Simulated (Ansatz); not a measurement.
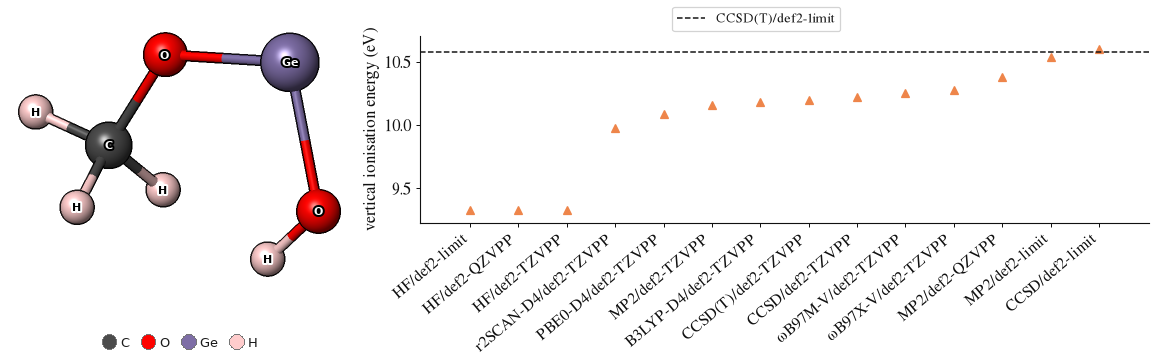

Vertical ionisation energy of CH₄GeO₂, SMILES C[O][Ge][OH], singlet, taken as the energy of the cation less that of the neutral at fixed geometry (unrestricted doublet cation, cores frozen in correlated methods, no spin-orbit coupling), the Ansatz code 0.2.0, at a PBE0-D4/def2-TZVP geometry (a minimum by its frequencies). Limit means an estimate of the basis limit from triple and quadruple zeta; for coupled cluster it is either extrapolated directly or built as the MP2 limit plus the step from MP2 in triple zeta. The distance of MP2/def2-TZVPP, CCSD(T)/def2-TZVPP, CCSD/def2-TZVPP and MP2/def2-QZVPP to the limit includes basis error.

**Which level comes closest to the line (CCSD(T)/def2-limit), and which misses most?**

Closest CCSD/def2-limit (10.60 eV), against 10.58 eV; farthest HF/def2-limit (9.33 eV).

**What range do the values span, the line included?**

From 9.33 eV (HF/def2-limit) to 10.60 eV (CCSD/def2-limit).

Caveats, for all or some of the runs: no scalar relativity up to krypton; one conformer of a flexible molecule; outer-core shells are correlated without core-valence functions, which makes the correlated values less sure.
